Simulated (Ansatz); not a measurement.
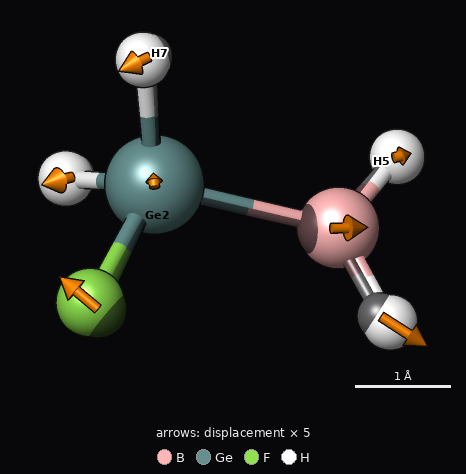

This is a relaxation of BGeH₄F. The starting structure is drawn faded, the final one solid; orange arrows show the displacements, magnified 5 times. The two geometries are superimposed by the best rigid fit.

Style: ball-and-stick. Shown at a tilt.

The run prepares the start of a later molecular dynamics calculation, from a guessed geometry.

All numbers below come from RKS PBE0/def2-SVP in Ansatz.

Input
```yaml
crystal:
  periodic: [false, false, false]
  atoms:
    - { symbol: B, position_ang: [-0.9191, 0.195, -0.6957] }
    - { symbol: Ge, position_ang: [0.6336, -0.127, 0.4594] }
    - { symbol: F, position_ang: [0.6722, -1.8347, 0.8301] }
    - { symbol: H, position_ang: [-1.6084, -0.6356, -1.0247] }
    - { symbol: H, position_ang: [-1.1892, 1.332, -1.0946] }
    - { symbol: H, position_ang: [0.5179, 0.7114, 1.7691] }
    - { symbol: H, position_ang: [1.9542, 0.2909, -0.2894] }
basis:
  gaussian: { orbitals: def2-SVP }
hamiltonian:
  xc: pbe0
relax:
  f_tol: 0.02
  max_steps: 40
scf:
  lower_state_search: "off"
output:
  orbitals: {}
```

Command:
```bash
ansatz run input.yaml --threads 1 --pin off --max-ram 2048MiB --backend cpu --events-out ev --progress --plain --runs-dir out
```

### What did the optimiser do to the structure, and how much energy did it gain?

The atom that moves furthest after the best rigid fit is H4 (0.12 Å). By element the largest moves are H 0.12 Å, F 0.11 Å, B 0.09 Å, Ge 0.04 Å. Some distances before and after: B1–Ge2 1.962 → 2.052 Å, B1–H4 1.128 → 1.205 Å, Ge2–H7 1.575 → 1.543 Å, B1–H5 1.235 → 1.208 Å. Among the angles between lasting bonds that change: F3–Ge2–H6 110.4° → 105.3°, B1–Ge2–H6 110.3° → 113.1°, B1–Ge2–F3 107.6° → 110.3°. The energy falls by 0.206 eV in 4 accepted moves (5 points after the start). The largest force component goes from 2.4 to 0.002 eV/Å. The line search rejected the trial step at point 3 of the run.
